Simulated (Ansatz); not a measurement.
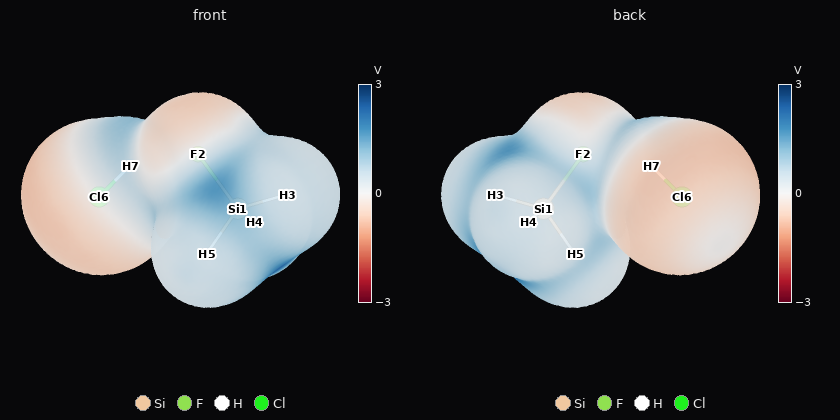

FH3Si···HCl. The molecular electrostatic potential painted on the density surface at 0.002 e/bohr³, seen from the front and from behind; the colour scale runs from red (negative) to blue (positive).

The calculation used RKS B3LYP/def2-SVP (Ansatz).

```tsv
atom	x (Å)	y (Å)	z (Å)
Si	0.3153	0.0000	-0.1356
F	0.0371	0.0000	1.4863
H	1.7890	0.0000	-0.3264
H	-0.2919	1.2275	-0.7081
H	-0.2919	-1.2275	-0.7081
Cl	-3.1352	0.0000	1.5581
H	-1.8936	0.0000	1.9304
```

Question: Which sites attract a positive test charge, and which a negative one?

Answer: A positive charge is drawn to the negative regions and a negative charge to the positive ones. The most negative region (about −0.7 V) lies over Cl6, the most positive (about +2.2 V) over Si1.
